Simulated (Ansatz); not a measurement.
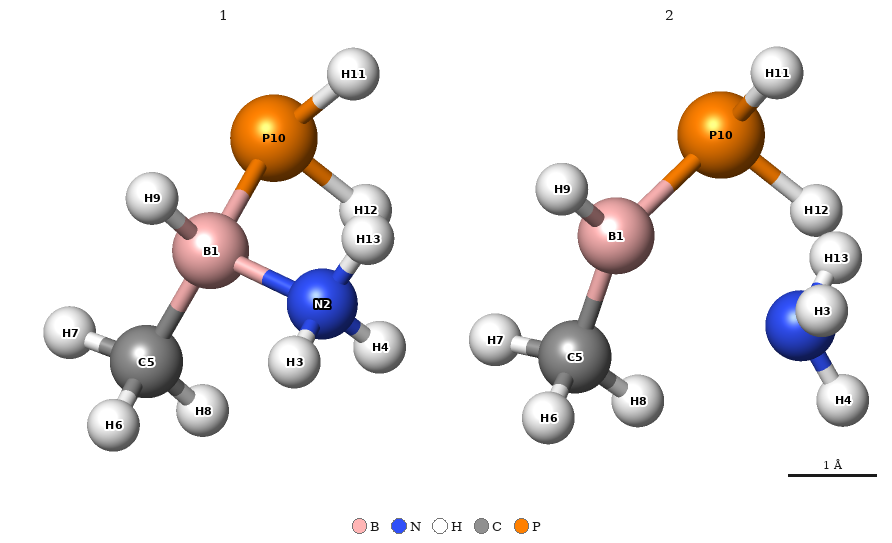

Two geometries of CH9BNP, drawn at one scale. One is the start of a relaxation, the other its converged end. The picture is a ball-and-stick view, seen from a free direction.

All numbers below come from Ansatz, RKS r2SCAN-D4/6-31G*. Settings: no spin polarisation; force threshold 0.03 eV/Å; at most 50 steps.

Which one is relaxed?

Structure 1 is the relaxed one. The run prepares an end point of a later path (reaction) calculation, from a guessed geometry. After 13 accepted moves (15 points after the start) the energy has fallen by 96.4 kJ/mol. The largest force component goes from 0.85 to 0.023 eV/Å. The line search rejected the trial steps at points 5, 10 of the run. The forces were under the threshold at step 13, but the run went on from there. H3 moves most after the best rigid fit: 1.21 Å. By element the largest moves are H 1.21 Å, B 0.57 Å, N 0.51 Å, C 0.29 Å, P 0.09 Å. Near-neighbour distances that change, for instance: B1–N2 2.738 → 1.660 Å, B1–P10 1.911 → 1.981 Å, B1–C5 1.568 → 1.610 Å, N2–H13 1.036 → 1.022 Å. New bonds form, among them: B1–N2 (2.74 → 1.66 Å). Bond angles that change, for instance: C5–B1–P10 122.2° → 113.1°, C5–B1–H9 120.5° → 114.8°, H9–B1–P10 114.9° → 109.7°. The run took 25 s on 2 threads of Intel(R) Xeon(R) 6975P-C (Granite Rapids), on a shared host, peak memory 0.19 GiB.

Limits of the set-up: the start holds two separate molecules, 2.2 Å apart at their closest, whose relative position is a soft coordinate.
